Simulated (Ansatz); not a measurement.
IrO$_{2}$ (rutile)

```
CELL_PARAMETERS angstrom
      4.47181     0.00000     0.00000
      0.00000     4.47181     0.00000
      0.00000     0.00000     3.15362
ATOMIC_POSITIONS crystal
  Ir 0.00000 0.00000 0.00000
  Ir 0.50000 0.50000 0.50000
  O  0.30879 0.30879 0.00000
  O  0.80879 0.19121 0.50000
  O  0.19121 0.80879 0.50000
  O  0.69121 0.69121 0.00000
```

Equation-of-state scan: isotropic scaling of the cell above, V₀ being its volume. The atoms relax within the cell's symmetry.

These are PBEsol (plane waves to 420 eV, PAW, scalar-relativistic; Ansatz, an electronic-structure program) values and carry that method's errors. k mesh 11×11×15 (Γ-centred), Fermi-Dirac smearing 0.05 eV. The energy includes the smearing's −TS. With the shape held, the modulus is that of even scaling; a crystal free to change shape is softer. IrO2 is run without spin polarisation and with no Hubbard U. IrO2 was relaxed with its symmetry unable to fall. Spin-orbit coupling is left out, though Ir is heavy. ΔE is measured from the relaxed starting cell.

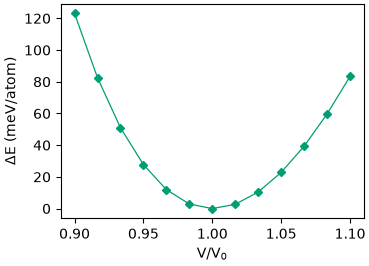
*ΔE (meV/atom) against V/V₀; one marker a computed point.*

Task: What is ΔE at V/V₀ = 0.900?

Result: About 120 meV/atom.

Task: What is ΔE at V/V₀ = 1.100?

Result: About 83 meV/atom.

Task: What bulk modulus at fixed cell shape B₀ follows from a third-order Birch-Murnaghan fit?

Result: About 310 GPa.

(A scan under strain: stresses follow from slopes of the energy per volume, elastic moduli from its curvatures.)
